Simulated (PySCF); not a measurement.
Consider B₂H₆OSSi (SMILES BOBS[SiH3]).

```yaml
atoms:
  - { symbol: B, position_ang: [1.8050, 0.7328, 0.2396] }
  - { symbol: O, position_ang: [1.1958, -0.2234, -0.3997] }
  - { symbol: B, position_ang: [0.5619, -1.1711, -1.0273] }
  - { symbol: S, position_ang: [-1.2263, -1.3868, -0.8655] }
  - { symbol: Si, position_ang: [-1.8042, 0.1895, 0.4803] }
  - { symbol: H, position_ang: [2.2276, 0.5259, 1.3212] }
  - { symbol: H, position_ang: [1.9310, 1.7848, -0.2789] }
  - { symbol: H, position_ang: [1.1282, -1.9264, -1.7259] }
  - { symbol: H, position_ang: [-1.1170, 0.0093, 1.7552] }
  - { symbol: H, position_ang: [-3.2390, -0.0099, 0.5862] }
  - { symbol: H, position_ang: [-1.4577, 1.4780, -0.1112] }
```

Geometry: GFN2-xTB.

Theory: PBE0/pcSseg-1, SCF density, gas phase, non-relativistic in PySCF 2.14.0.

**What can the converged electron density and electron localisation function tell about the bonding?**

B–O (1.30 Å): ρ is about 2.3 e/Å³ halfway; the ELF peaks at about 0.90 between the atoms; a polar covalent bond.
B–S (1.81 Å): the density is about 1.2 e/Å³ at the midpoint, with its minimum of 1 e/Å³ about 0.6 Å from B; the ELF peaks at about 0.95 between the atoms: localised, covalent bonding.
Si–S (2.15 Å): ρ at the midpoint is about 0.82 e/Å³; the ELF peaks at about 0.95 between the atoms (a covalent bond).
B–H (1.17 Å): the density is about 1.3 e/Å³ at the midpoint; the ELF climbs to about 1 towards the hydrogen, as it does in any bond to H; a covalent bond by its length.

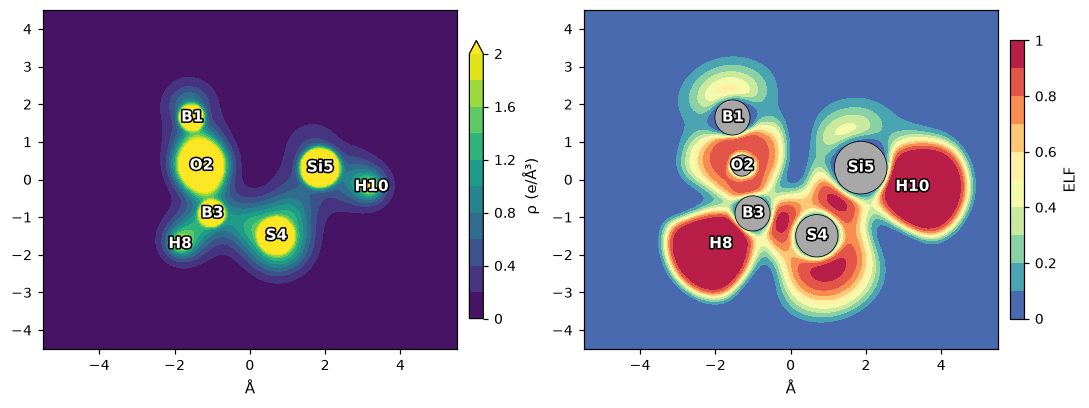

Computed electron density and electron localisation function on the plane of atoms S4, Si5 and H10, in this order. Grey discs cover the atomic cores in the ELF map. 
